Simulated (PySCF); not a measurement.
# BH3 (borane): levels of theory compared

We compute a comparison of 4 runs (MP2/6-31G*, CCSDT(Q)/6-31G*, CCSDT/6-31G*, FCI/6-31G*) of BH3 (borane). The job is set up through a Python script.

The results are computed with PySCF 2.14.0.

## 1. Starting point

The species is BH3 (4 atoms), typed as a singlet with charge 0. As SMILES, `B`. The start is not the relaxed shape. At this shape the atoms don't form one bonded unit as the SMILES string has it.

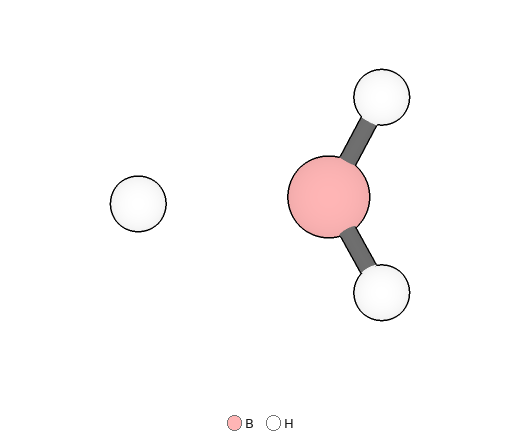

The structure, seen from a chosen angle (boron pink, hydrogen white).

## 2. The energy at MP2/6-31G(d) (spherical functions) (run 1)

Input file calc.py:

```python
from pyscf import gto, scf, mp

system = gto.M(
    atom='''
B        0.245983       0.910272      -0.043580
H        1.214283       1.307072       0.530320
H       -0.276200      -1.171800       0.043000
H       -0.432317       1.670272      -0.665380
''',
    max_memory=1860,
    verbose=3,
    charge=0,
    basis='6-31g*',
)

myscf = scf.RHF(system)
myscf.conv_tol = 1e-10
myscf.kernel()
if not myscf.converged:
    myscf = myscf.newton().run(myscf.mo_coeff, myscf.mo_occ)

pt = mp.MP2(myscf, frozen=1).run()
e_tot = pt.e_tot
print('E(%s) = %.9f' % ('MP2', e_tot))
```

Launch:

```console
$ OMP_NUM_THREADS=1 python calc.py
```

Output:

```text
converged SCF energy = -26.257518817233
E(RMP2) = -26.3392327767438  E_corr = -0.081713959510833
E(SCS-RMP2) = -26.3488136516248  E_corr = -0.0912948343918337
E(MP2) = -26.339232777
```

Run time: 0.79 s. Hardware: 1 thread of Arm Neoverse V1, shared host; peak memory 0.12 GiB.

## 3. The energy at CCSDT(Q)/6-31G(d) (spherical functions) (run 2)

Input file run.py:

```python
from pyscf import gto, scf, cc

mol = gto.M(
    atom='''
B        0.245983       0.910272      -0.043580
H        1.214283       1.307072       0.530320
H       -0.276200      -1.171800       0.043000
H       -0.432317       1.670272      -0.665380
''',
    basis='6-31g*',
    charge=0,
    verbose=3,
    max_memory=1860,
)

hf = scf.RHF(mol)
hf.conv_tol = 1e-10
hf.kernel()
if not hf.converged:
    hf = hf.newton().run(hf.mo_coeff, hf.mo_occ)

mycc = cc.CCSDT(hf, frozen=1)
mycc.kernel()
e_bracket, e_q = mycc.ccsdt_q()
energy = mycc.e_tot + e_q
print('E(%s) = %.9f' % ('CCSDT(Q)', energy))
```

Launch:

```console
$ OMP_NUM_THREADS=1 python run.py
```

Output:

```text
converged SCF energy = -26.257518817233
_make_eris_incore_RCCSDT

WARN: A large `blksize` is being used, which may cause large memory consumption
      for storing contraction intermediates. If memory is sufficient, consider using
      `pyscf.cc.rccsdt_highm.RCCSDT` instead.

WARN: A large `blksize_oovv` is being used, which may cause large memory consumption
      for storing contraction intermediates. If memory is sufficient, consider using
      `pyscf.cc.rccsdt_highm.RCCSDT` instead.

WARN: A large `blksize_oooo` is being used, which may cause large memory consumption
      for storing contraction intermediates. If memory is sufficient, consider using
      `pyscf.cc.rccsdt_highm.RCCSDT` instead.

RCCSDT converged
E(RCCSDT) = -26.3758971713922   E_corr = -0.1183783541592418
E_corr(same-spin) = -0.00857132167250727
E_corr(oppo-spin) = -0.109807032486735
_make_eris_incore_RCCSDT
E(CCSDT(Q)) = -26.375919453
```

It took 1.9 s on 1 thread of Arm Neoverse V1, shared host; peak memory 0.11 GiB.

Run 3 isn't shown in full; the table further down has it.

## 4. A single-point energy at FCI/6-31G(d) (spherical functions) (run 4)

Input file run.py:

```python
from pyscf import gto, scf, mcscf
from pyscf import fci

system = gto.M(
    atom='B 0.245983 0.910272 -0.043580; H 1.214283 1.307072 0.530320; H -0.276200 -1.171800 0.043000; H -0.432317 1.670272 -0.665380',
    spin=0,
    verbose=3,
    max_memory=1860,
    basis='6-31g*',
)

calc0 = scf.RHF(system)
calc0.conv_tol = 1e-10
calc0.kernel()
if not calc0.converged:
    calc0 = calc0.newton().run(calc0.mo_coeff, calc0.mo_occ)

cas = mcscf.CASCI(calc0, calc0.mo_coeff.shape[-1] - 1, (system.nelec[0] - 1, system.nelec[1] - 1))  # full CI above the frozen core
cas.fcisolver = fci.direct_spin0.FCI(system)  # even spin states alone
cas.kernel()
print('<S^2> = %.4f' % cas.fcisolver.spin_square(cas.ci, cas.ncas, cas.nelecas)[0])
e_tot = cas.e_tot
print(f'total energy: {e_tot:.8f} hartree')
```

Launch:

```console
$ OMP_NUM_THREADS=1 python run.py
```

Output:

```text
converged SCF energy = -26.257518817233
CASCI E = -26.3759264156221  E(CI) = -8.40881294819735  S^2 = 0.0000000
<S^2> = 0.0000
total energy: -26.37592642 hartree
```

Run time: 47 s. Hardware: 1 thread of Arm Neoverse V1, shared host; peak memory 0.32 GiB.

## 5. Overview of the runs

```
run                                  level  energy (Eh)  dipole moment (D) of the reference  HOMO energy (eV)  LUMO energy (eV)  wall time
  1       MP2/6-31G* (spherical functions)   -26.339233                                1.84             -9.74              1.76     0.79 s
  2  CCSDT(Q)/6-31G* (spherical functions)   -26.375919                                1.84             -9.74              1.76      1.9 s
  3     CCSDT/6-31G* (spherical functions)   -26.375897                                1.84             -9.74              1.76      1.8 s
  4       FCI/6-31G* (spherical functions)   -26.375926                                1.84             -9.74              1.76       47 s
```

## 6. Results

```
                                         quantity         value
                              run 4: total energy  -26.37593 Eh
      run 4: dipole moment (Hartree–Fock density)        1.84 D
       run 4: HOMO energy (Hartree–Fock orbitals)      -9.74 eV
       run 4: LUMO energy (Hartree–Fock orbitals)       1.76 eV
     run 4: HOMO–LUMO gap (Hartree–Fock orbitals)      11.50 eV
run 4: correlation energy (1 core orbital frozen)    -118.4 mEh
```

What this shows: Against full CI in this basis: MP2 +36.7 mEh; CCSDT(Q) +0.0 mEh; CCSDT +0.0 mEh. All runs together took 51 s, the longest 47 s.
